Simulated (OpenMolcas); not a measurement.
# Multireference states of BrGa

Which states of BrGa lie lowest, and how does spin–orbit coupling split them?

The runs use OpenMolcas 26.06; SA-CASSCF(8,7), XMS-CASPT2, RASSI; ANO-RCC-VTZP.

All values are calculated.

### Step 1. Input

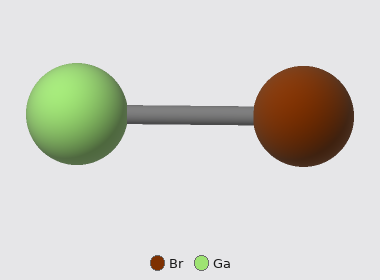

The two atoms at 2.385 Å (bromine brown, gallium green).

C2 symmetry about the axis (a holds Σ, Δ, Γ; b holds Π, Φ, H; Σ⁺ and Σ⁻ are not told apart); roots by multiplicity and irrep: 1a 5, 3b 2, 1b 2, 3a 5.

Active shells: Br 4p, Ga 4s 4p.

Input file m.inp:

```
&GATEWAY
Coord
2
angstrom
Br 0.0 0.0 0.0
Ga 0.0 0.0 2.3850
Basis=ANO-RCC-VTZP
Group=XY
RX2C
AMFI
ANGMom
0.0 0.0 0.0
RICD
&SEWARD
&GUESSORB
&RASSCF
FileOrb=$CurrDir/o11.orb
Symmetry=1
Spin=1
nActEl=8 0 0
Inactive=17 12
RAS2=3 4
CIRoot=5 5 1
Linear
Iterations=120 100
OrbListing=Nothing
PRWF=0.15
>>COPY $Project.RasOrb $CurrDir/o11.orb
>>COPY $Project.rasscf.h5 $CurrDir/r11.h5
&CASPT2
XMultistate=all
Imaginary=0.2
IPEA=0.25
MaxIter=40
>>COPY $Project.JobMix JOB001
&RASSCF
FileOrb=$CurrDir/o32.orb
Symmetry=2
Spin=3
nActEl=8 0 0
Inactive=17 12
RAS2=3 4
CIRoot=2 2 1
Linear
Iterations=120 100
OrbListing=Nothing
PRWF=0.15
>>COPY $Project.RasOrb $CurrDir/o32.orb
>>COPY $Project.rasscf.h5 $CurrDir/r32.h5
&CASPT2
XMultistate=all
Imaginary=0.2
IPEA=0.25
MaxIter=40
>>COPY $Project.JobMix JOB002
&RASSCF
FileOrb=$CurrDir/o12.orb
Symmetry=2
Spin=1
nActEl=8 0 0
Inactive=17 12
RAS2=3 4
CIRoot=2 2 1
Linear
Iterations=120 100
OrbListing=Nothing
PRWF=0.15
>>COPY $Project.RasOrb $CurrDir/o12.orb
>>COPY $Project.rasscf.h5 $CurrDir/r12.h5
&CASPT2
XMultistate=all
Imaginary=0.2
IPEA=0.25
MaxIter=40
>>COPY $Project.JobMix JOB003
&RASSCF
FileOrb=$CurrDir/o31.orb
Symmetry=1
Spin=3
nActEl=8 0 0
Inactive=17 12
RAS2=3 4
CIRoot=5 5 1
Linear
Iterations=120 100
OrbListing=Nothing
PRWF=0.15
>>COPY $Project.RasOrb $CurrDir/o31.orb
>>COPY $Project.rasscf.h5 $CurrDir/r31.h5
&CASPT2
XMultistate=all
Imaginary=0.2
IPEA=0.25
MaxIter=40
>>COPY $Project.JobMix JOB004
&RASSI
Nr of JobIphs=4 5 2 2 5
1 2 3 4 5
1 2
1 2
1 2 3 4 5
SpinOrbit
EJob
Omega
MEES
MESO
Properties=4
'AngMom' 3 'Mltpl  1' 1 'Mltpl  1' 2 'Mltpl  1' 3
Thrs=1.0d-4
>>COPY $Project.rassi.h5 $CurrDir/so.h5
```

Each module block was a call of its own in one work directory; start orbitals came from a preliminary run.

Launch:

```console
> pymolcas m.inp
```

### Step 2. The spin-free blocks

Output, in excerpt:

```text
++    Wave function specifications:
      Number of closed shell electrons          58
      Number of electrons in active shells       8
      Number of inactive orbitals               29
      Number of active orbitals                  7
      Number of secondary orbitals              50
      Spin quantum number                      0.0
      State symmetry                             1
++    Orbital specifications:
      Symmetry species                           1   2
                                                 a   b
      Frozen orbitals                            0   0
      Inactive orbitals                         17  12
      Active orbitals                            3   4
      RAS2 orbitals                              3   4
      Secondary orbitals                        26  24
      Number of basis functions                 46  40
      printout of CI-coefficients larger than  0.15 for root  1
      energy=   -4546.765429
      conf/sym  111 2222     Coeff  Weight
            91  ud2 2200  -0.18613 0.03464
           111  022 2200  -0.92167 0.84947
           113  022 u2d0  -0.17784 0.03163
           117  022 2u0d   0.17784 0.03163
      printout of CI-coefficients larger than  0.15 for root  2
      energy=   -4546.576818
      conf/sym  111 2222     Coeff  Weight
           112  022 2ud0  -0.38595 0.14896
           113  022 u2d0  -0.57623 0.33204
           117  022 2u0d  -0.57623 0.33204
           118  022 u20d   0.38595 0.14896
      printout of CI-coefficients larger than  0.15 for root  3
      energy=   -4546.576818
      conf/sym  111 2222     Coeff  Weight
           112  022 2ud0  -0.57623 0.33204
           113  022 u2d0   0.38595 0.14896
           117  022 2u0d   0.38595 0.14896
           118  022 u20d   0.57623 0.33204
      printout of CI-coefficients larger than  0.15 for root  4
      energy=   -4546.574944
      conf/sym  111 2222     Coeff  Weight
           112  022 2ud0  -0.69401 0.48165
           118  022 u20d  -0.69401 0.48165
      printout of CI-coefficients larger than  0.15 for root  5
      energy=   -4546.554807
      conf/sym  111 2222     Coeff  Weight
            51  u2d 2200   0.18691 0.03494
            91  ud2 2200  -0.21975 0.04829
           111  022 2200  -0.18141 0.03291
           113  022 u2d0   0.64910 0.42133
           117  022 2u0d  -0.64910 0.42133
      Natural orbitals and occupation numbers for root  1
      sym 1:   0.028810   1.934496   1.981352
      sym 2:   1.989606   1.989606   0.038065   0.038065
      Natural orbitals and occupation numbers for root  2
      sym 1:   0.019929   1.940891   1.995090
      sym 2:   1.500484   1.500484   0.521561   0.521561
      Natural orbitals and occupation numbers for root  3
      sym 1:   0.019929   1.940891   1.995090
      sym 2:   1.500484   1.500484   0.521561   0.521561
      Natural orbitals and occupation numbers for root  4
      sym 1:   0.020005   1.942796   1.994754
      sym 2:   1.500013   1.500013   0.521209   0.521209
      Natural orbitals and occupation numbers for root  5
      sym 1:   0.111630   1.882184   1.962172
      sym 2:   1.582531   1.582531   0.439476   0.439476
      RASSCF energy for state  5                  -4546.55480722
::    RASSCF root number  1 Total energy:  -4546.76542875
::    RASSCF root number  2 Total energy:  -4546.57681765
::    RASSCF root number  3 Total energy:  -4546.57681765
::    RASSCF root number  4 Total energy:  -4546.57494438
::    RASSCF root number  5 Total energy:  -4546.55480722
      Von Neumann Entropy (Root   1) =  0.38049
++    Wave function specifications:
      Number of closed shell electrons           2
      Number of electrons in active shells       8
      Number of inactive orbitals                1
      Number of active orbitals                  7
      Number of secondary orbitals              50
      Spin quantum number                      0.0
      State symmetry                             1
      Number of CSFs                           254
      Number of CASSCF root(s) available         5
      CASPT2 state passed to geometry opt.       5
      A file JOBMIX will be created
      This is a MULTI-STATE CASSCF reference
      Number of CI roots used                    5
      These are:                                 1   2   3   4   5
      Off-diagonal elements of Heff are computed
  FINAL CASPT2 RESULT:
      Reference energy:       -4546.7654287453
      E2 (Non-variational):      -0.1920909818
      Shift correction:          -0.0024482918
      E2 (Variational):          -0.1945392736
      Total energy:           -4546.9599680188
      Reference weight:           0.91490
  FINAL CASPT2 RESULT:
      Reference energy:       -4546.5768176488
      E2 (Non-variational):      -0.1703387954
      Shift correction:          -0.0018752022
      E2 (Variational):          -0.1722139977
      Total energy:           -4546.7490316465
      Reference weight:           0.92705
  FINAL CASPT2 RESULT:
      Reference energy:       -4546.5768176488
      E2 (Non-variational):      -0.1703778370
      Shift correction:          -0.0018786355
      E2 (Variational):          -0.1722564725
      Total energy:           -4546.7490741213
      Reference weight:           0.92700
  FINAL CASPT2 RESULT:
      Reference energy:       -4546.5749443766
      E2 (Non-variational):      -0.1706984910
      Shift correction:          -0.0018651898
      E2 (Variational):          -0.1725636808
      Total energy:           -4546.7475080574
      Reference weight:           0.92701
  FINAL CASPT2 RESULT:
      Reference energy:       -4546.5548072188
      E2 (Non-variational):      -0.1756497927
      Shift correction:          -0.0026344618
      E2 (Variational):          -0.1782842545
      Total energy:           -4546.7330914733
      Reference weight:           0.92123
       Total XMS-CASPT2 energies:
::    XMS-CASPT2 Root  1     Total energy:  -4546.95812225
::    XMS-CASPT2 Root  2     Total energy:  -4546.74907415
::    XMS-CASPT2 Root  3     Total energy:  -4546.74903162
::    XMS-CASPT2 Root  4     Total energy:  -4546.74750823
::    XMS-CASPT2 Root  5     Total energy:  -4546.73493706
++    Wave function specifications:
      Number of closed shell electrons          58
      Number of electrons in active shells       8
      Number of inactive orbitals               29
      Number of active orbitals                  7
      Number of secondary orbitals              50
      Spin quantum number                      1.0
      State symmetry                             2
      printout of CI-coefficients larger than  0.15 for root  1
      energy=   -4546.658250
      conf/sym  111 2222     Coeff  Weight
           138  0u2 220u  -0.98447 0.96918
      printout of CI-coefficients larger than  0.15 for root  2
      energy=   -4546.658250
      conf/sym  111 2222     Coeff  Weight
           136  0u2 22u0   0.98447 0.96918
      Natural orbitals and occupation numbers for root  1
      sym 1:   0.027080   1.002031   1.965082
      sym 2:   1.990786   1.997529   0.015730   1.001762
      Natural orbitals and occupation numbers for root  2
      sym 1:   0.027080   1.002031   1.965082
      sym 2:   1.997529   1.990786   1.001762   0.015730
      RASSCF energy for state  2                  -4546.65825040
::    RASSCF root number  1 Total energy:  -4546.65825040
::    RASSCF root number  2 Total energy:  -4546.65825040
      Von Neumann Entropy (Root   1) =  1.17156
++    Wave function specifications:
      Number of closed shell electrons           2
      Number of electrons in active shells       8
      Number of inactive orbitals                1
      Number of active orbitals                  7
      Number of secondary orbitals              50
      Spin quantum number                      1.0
      State symmetry                             2
      Number of CSFs                           300
      Number of CASSCF root(s) available         2
      CASPT2 state passed to geometry opt.       2
      A file JOBMIX will be created
      This is a MULTI-STATE CASSCF reference
      Number of CI roots used                    2
      These are:                                 1   2
      Off-diagonal elements of Heff are computed
  FINAL CASPT2 RESULT:
      Reference energy:       -4546.6582504020
      E2 (Non-variational):      -0.1712354871
      Shift correction:          -0.0017329721
      E2 (Variational):          -0.1729684592
      Total energy:           -4546.8312188612
      Reference weight:           0.92890
  FINAL CASPT2 RESULT:
      Reference energy:       -4546.6582504019
      E2 (Non-variational):      -0.1712354872
      Shift correction:          -0.0017329721
      E2 (Variational):          -0.1729684593
      Total energy:           -4546.8312188612
      Reference weight:           0.92890
       Total XMS-CASPT2 energies:
::    XMS-CASPT2 Root  1     Total energy:  -4546.83121886
::    XMS-CASPT2 Root  2     Total energy:  -4546.83121886
++    Wave function specifications:
      Number of closed shell electrons          58
      Number of electrons in active shells       8
      Number of inactive orbitals               29
      Number of active orbitals                  7
      Number of secondary orbitals              50
      Spin quantum number                      0.0
      State symmetry                             2
      printout of CI-coefficients larger than  0.15 for root  1
      energy=   -4546.604907
      conf/sym  111 2222     Coeff  Weight
           121  udu 22d0  -0.16404 0.02691
           201  0u2 22d0  -0.97059 0.94205
      printout of CI-coefficients larger than  0.15 for root  2
      energy=   -4546.604907
      conf/sym  111 2222     Coeff  Weight
           124  udu 220d   0.16404 0.02691
           204  0u2 220d   0.97059 0.94205
      Natural orbitals and occupation numbers for root  1
      sym 1:   0.050766   1.003828   1.934943
      sym 2:   1.995810   1.993696   1.001457   0.019501
      Natural orbitals and occupation numbers for root  2
      sym 1:   0.050766   1.003828   1.934943
      sym 2:   1.993696   1.995810   0.019501   1.001457
      RASSCF energy for state  2                  -4546.60490741
::    RASSCF root number  1 Total energy:  -4546.60490741
::    RASSCF root number  2 Total energy:  -4546.60490741
      Von Neumann Entropy (Root   1) =  1.25221
++    Wave function specifications:
      Number of closed shell electrons           2
      Number of electrons in active shells       8
      Number of inactive orbitals                1
      Number of active orbitals                  7
      Number of secondary orbitals              50
      Spin quantum number                      0.0
      State symmetry                             2
      Number of CSFs                           236
      Number of CASSCF root(s) available         2
      CASPT2 state passed to geometry opt.       2
      A file JOBMIX will be created
      This is a MULTI-STATE CASSCF reference
      Number of CI roots used                    2
      These are:                                 1   2
      Off-diagonal elements of Heff are computed
  FINAL CASPT2 RESULT:
      Reference energy:       -4546.6049074075
      E2 (Non-variational):      -0.1749521032
      Shift correction:          -0.0020982976
      E2 (Variational):          -0.1770504008
      Total energy:           -4546.7819578083
      Reference weight:           0.92366
  FINAL CASPT2 RESULT:
      Reference energy:       -4546.6049074074
      E2 (Non-variational):      -0.1749521032
      Shift correction:          -0.0020982976
      E2 (Variational):          -0.1770504008
      Total energy:           -4546.7819578082
      Reference weight:           0.92366
       Total XMS-CASPT2 energies:
::    XMS-CASPT2 Root  1     Total energy:  -4546.78195781
::    XMS-CASPT2 Root  2     Total energy:  -4546.78195781
++    Wave function specifications:
      Number of closed shell electrons          58
      Number of electrons in active shells       8
      Number of inactive orbitals               29
      Number of active orbitals                  7
      Number of secondary orbitals              50
      Spin quantum number                      1.0
      State symmetry                             1
      printout of CI-coefficients larger than  0.15 for root  1
      energy=   -4546.586452
      conf/sym  111 2222     Coeff  Weight
            22  022 2uu0   0.46355 0.21488
            23  022 2u0u  -0.51583 0.26608
            97  022 u2u0   0.51583 0.26608
            99  022 u20u   0.46355 0.21488
      printout of CI-coefficients larger than  0.15 for root  2
      energy=   -4546.579461
      conf/sym  111 2222     Coeff  Weight
            22  022 2uu0  -0.64317 0.41367
            23  022 2u0u  -0.26186 0.06857
            97  022 u2u0  -0.26186 0.06857
            99  022 u20u   0.64317 0.41367
      printout of CI-coefficients larger than  0.15 for root  3
      energy=   -4546.579461
      conf/sym  111 2222     Coeff  Weight
            22  022 2uu0  -0.26186 0.06857
            23  022 2u0u   0.64317 0.41367
            97  022 u2u0   0.64317 0.41367
            99  022 u20u   0.26186 0.06857
      printout of CI-coefficients larger than  0.15 for root  4
      energy=   -4546.573973
      conf/sym  111 2222     Coeff  Weight
            22  022 2uu0   0.51507 0.26529
            23  022 2u0u   0.46286 0.21424
            97  022 u2u0  -0.46286 0.21424
            99  022 u20u   0.51507 0.26529
      printout of CI-coefficients larger than  0.15 for root  5
      energy=   -4546.554157
      conf/sym  111 2222     Coeff  Weight
            43  uu2 2200   0.94513 0.89328
      Natural orbitals and occupation numbers for root  1
      sym 1:   0.029373   1.943156   1.993231
      sym 2:   1.502213   1.502213   0.514907   0.514907
      Natural orbitals and occupation numbers for root  2
      sym 1:   0.024225   1.942033   1.997962
      sym 2:   1.499818   1.499818   0.518073   0.518073
      Natural orbitals and occupation numbers for root  3
      sym 1:   0.024225   1.942033   1.997962
      sym 2:   1.499818   1.499818   0.518073   0.518073
      Natural orbitals and occupation numbers for root  4
      sym 1:   0.023995   1.934963   1.997438
      sym 2:   1.501108   1.501108   0.520694   0.520694
      Natural orbitals and occupation numbers for root  5
      sym 1:   0.993334   1.017357   1.948096
      sym 2:   1.980812   1.980812   0.039794   0.039794
      RASSCF energy for state  5                  -4546.55415745
::    RASSCF root number  1 Total energy:  -4546.58645164
::    RASSCF root number  2 Total energy:  -4546.57946116
::    RASSCF root number  3 Total energy:  -4546.57946116
::    RASSCF root number  4 Total energy:  -4546.57397342
::    RASSCF root number  5 Total energy:  -4546.55415745
      Von Neumann Entropy (Root   1) =  1.76299
++    Wave function specifications:
      Number of closed shell electrons           2
      Number of electrons in active shells       8
      Number of inactive orbitals                1
      Number of active orbitals                  7
      Number of secondary orbitals              50
      Spin quantum number                      1.0
      State symmetry                             1
      Number of CSFs                           288
      Number of CASSCF root(s) available         5
      CASPT2 state passed to geometry opt.       5
      A file JOBMIX will be created
      This is a MULTI-STATE CASSCF reference
      Number of CI roots used                    5
      These are:                                 1   2   3   4   5
      Off-diagonal elements of Heff are computed
  FINAL CASPT2 RESULT:
      Reference energy:       -4546.5864516393
      E2 (Non-variational):      -0.1686795505
      Shift correction:          -0.0017891057
[... the kept output breaks off here ...]
```

Spin-free states (degenerate pairs once); dipoles are positive if Ga is the positive end.

| state | CASSCF root of the same rank (eV) | XMS-CASPT2 (eV) | μ of the rotated CASSCF state (D) |
| --- | --- | --- | --- |
| (1)1Σ | 0.00 | 0.000 | 2.04 |
| (1)3Π | 2.92 | 3.453 | 1.75 |
| (1)1Π | 4.37 | 4.794 | -0.18 |
| (1)3Σ | 4.87 | 5.475 | -3.31 |
| (1)3Δ | 5.06 | 5.661 | -3.24 |
| (1)1Δ | 5.13 | 5.688 | -3.48 |
| (2)3Σ | 5.21 | 5.722 | 0.37 |
| (2)1Σ | 5.18 | 5.731 | -3.51 |
| (3)3Σ | 5.75 | 5.803 | -3.17 |
| (3)1Σ | 5.73 | 6.073 | -2.69 |

XMS-CASPT2 splits the two components of a degenerate state by up to 17 cm⁻¹ here, an artefact of the lowered symmetry; the lower one is listed, and the split carries into the Ω levels (unreadable Ω is marked ?).

State-averaged natural occupations by block (full and empty orbitals left out): 1a: 0.05 1.93 1.98 1.60 1.60 0.42 0.42; 3b: 0.03 1.00 1.97 1.99 1.99 0.51 0.51; 1b: 0.05 1.00 1.94 2.00 2.00 0.51 0.51; 3a: 0.22 1.77 1.97 1.59 1.59 0.42 0.42. Reference weights run from 0.910 to 0.929.

### Step 3. From Λ–S states to Ω levels

RASSI output, in excerpt, cut to the lines that bear on the results:

```text
[...]
   Eigenvalues of complex Hamiltonian:
  (Shifted by EMIN (a.u.) =      -4546.9581222531)
 SO State       Relative EMIN(au)   Rel lowest level(eV)    D:o, cm**(-1)      Omega
     1            -0.0000800595        0.0000000000              0.0000         0.0
     2             0.1251027658        3.4063982110          27474.4544         0.0
     3             0.1252037310        3.4091456137          27496.6137         0.0
     4             0.1266825757        3.4493870302          27821.1826         1.0
     5             0.1266825757        3.4493870302          27821.1826         1.0
     6             0.1283280139        3.4941616828          28182.3146         2.0
     7             0.1283280478        3.4941626063          28182.3220         2.0
     8             0.1752426441        4.7707738069          38478.8858         1.0
     9             0.1752426441        4.7707738068          38478.8858         1.0
    10             0.1985398156        5.4047221400          43592.0239         1.0
    11             0.1985398157        5.4047221401          43592.0239         1.0
    12             0.1999421714        5.4428821851          43899.8054         0.0
    13             0.2021228524        5.5022215381          44378.4096         2.0
    14             0.2021452330        5.5028305451          44383.3215         2.0
[...]
```

It took 22 s on 1 thread of Intel Xeon 6975P-C (Granite Rapids), shared host; peak memory 0.27 GiB.

Levels:

```
Ω  energy (cm⁻¹)                         parentage  f from lowest
0              0                        100% (1)1Σ              0
0          27474                        100% (1)3Π              0
0          27497                        100% (1)3Π        2.9e-05
1          27821                        100% (1)3Π        9.5e-05
2          28182                        100% (1)3Π              0
1          38479                         96% (1)1Π           0.15
1          43592             82% (1)3Σ + 17% (3)3Σ        0.00066
0          43900             89% (1)3Σ + 11% (2)1Σ              0
2          44378             54% (1)3Δ + 46% (1)1Δ              0
3          44849                        100% (1)3Δ              0
1          46147                         98% (2)3Σ              0
0          46148              96% (2)3Σ + 4% (2)1Σ              0
0          46581  85% (2)1Σ + 11% (1)3Σ + 4% (2)3Σ        3.8e-05
0          46625              91% (3)3Σ + 9% (3)1Σ         0.0089
1          46642                         98% (1)3Δ         0.0019
2          47248             54% (1)1Δ + 46% (1)3Δ              0
1          47563             81% (3)3Σ + 16% (1)3Σ         0.0021
0          49238              91% (3)1Σ + 9% (3)3Σ           0.08
```

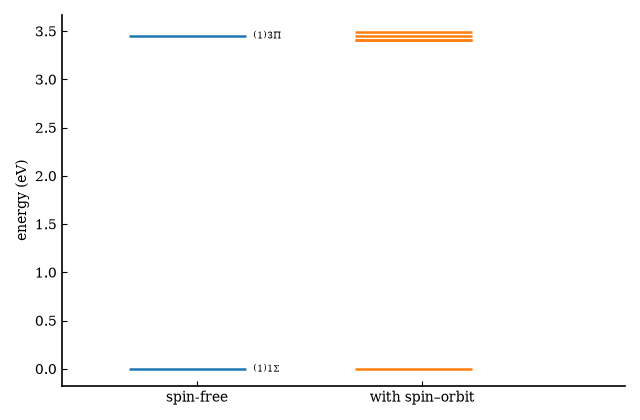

CASPT2 states and the spin-orbit levels up to 3.5 eV, from the lowest spin-free state.

All 13 distances took 5.2 min on 1 thread of Intel Xeon 6975P-C (Granite Rapids), shared host; 12 of them failed the checks on weights, roots and symmetry and are left out.

### Step 4. Outcome

```
                       quantity               value
         lowest spin-free state               (1)1Σ
           next spin-free state     (1)3Π, 3.453 eV
                   lowest level  Ω = 0, 100 % (1)1Σ
                     next level   Ω = 0, 27474 cm⁻¹
lowering by spin–orbit coupling             18 cm⁻¹
```

At 2.385 Å the lowest computed level has Ω = 0 and is 100 % (1)1Σ. Only the spin multiplicities and numbers of roots in the input were computed, so the list of states is not complete and the lowest one found need not be the ground state; labels number the states computed.
